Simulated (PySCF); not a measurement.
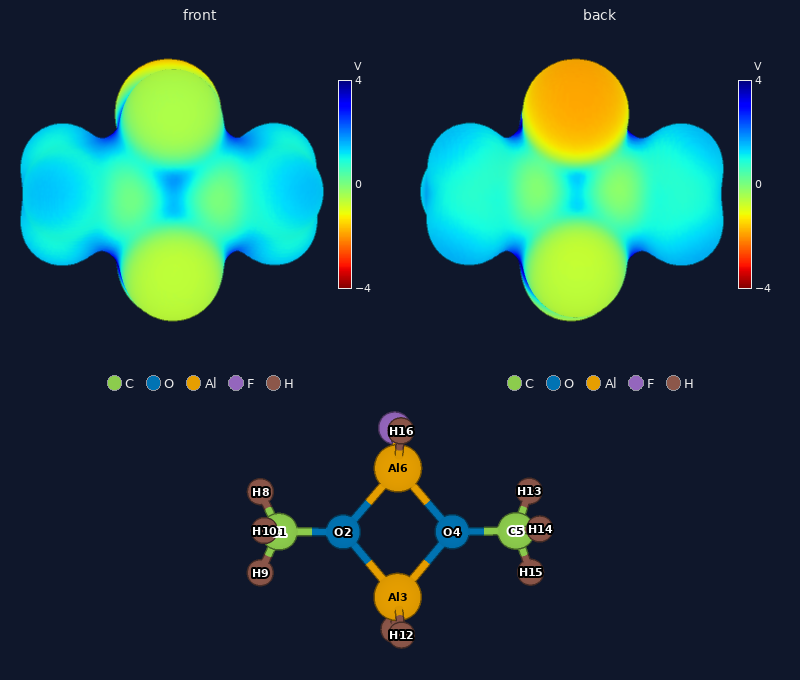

The picture shows: C$_{2}$H$_{9}$Al$_{2}$FO$_{2}$. The molecular electrostatic potential painted on the density surface at 0.004 e/bohr³, seen from the front and from behind; red is negative and blue positive. The bare structure is drawn below in the same view.

Geometry: PBE0-D3(BJ)/def2-SVP.

Level of theory: PySCF, PBE0/pcSseg-1, SCF density, gas phase, non-relativistic.

Input file:

```
{"job": {"kind": "nmr", "xc": "PBE0", "basis": "pcSseg-1"}, "charge": 0, "multiplicity": 1}
C      2.484444    -0.115200    -0.844218
O      1.146215    -0.049963    -0.397164
Al     0.153445     1.403428     0.229665
O     -1.128238     0.049672     0.353127
C     -2.494892     0.116662     0.703418
Al    -0.122805    -1.375629    -0.236584
F     -0.664673    -1.887021    -1.735139
H      2.575524    -0.849017    -1.659030
H      2.800849     0.864933    -1.231949
H      3.155660    -0.405419    -0.020565
H     -0.194705     2.437131    -0.926814
H      0.653815     1.885415     1.659938
H     -3.079881    -0.572923     0.076276
H     -2.637319    -0.148709     1.762696
H     -2.877419     1.135207     0.537461
H      0.200540    -2.498041     0.822284
```

Launched as:

```sh
OMP_NUM_THREADS=1 python probes_run.py task.json out
```

**Describe the electrostatic potential map.**

The most negative region (about −1.9 V) lies over F7, the most positive (about +3.8 V) over Al3 and Al6.
